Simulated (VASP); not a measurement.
Energy against volume of C (diamond). Calculation: AM05 GGA, VASP's PBE PAW potentials (set 64) (plane waves; VASP).

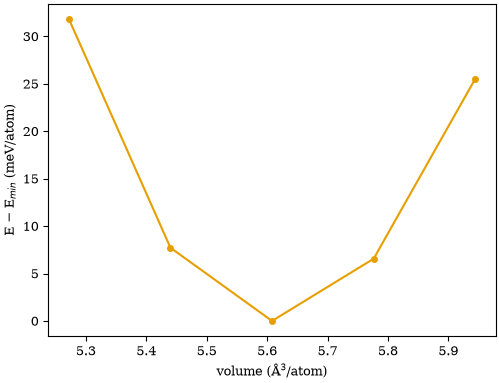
Figure. Energy against volume

Task: Estimate the equilibrium volume and the bulk modulus.

Result: The minimum lies near 5.6 Å³/atom, and the curvature gives B0 of about 450 GPa.

Measured: bulk modulus 455 GPa at 0 K (computed value off by -0.7 %), as given by Daniel Mejia-Rodriguez et al., Physical Review B (2018), arXiv:1807.09216 [0 K value with the zero-point phonon effect removed]; a 3.553 Å at 0 K (computed value off by +0.0 %), as given by Daniel Mejia-Rodriguez et al., Physical Review B (2018), arXiv:1807.09216 [static lattice: zero-point anharmonic expansion removed].

The compound is C in the diamond structure. It was relaxed first.
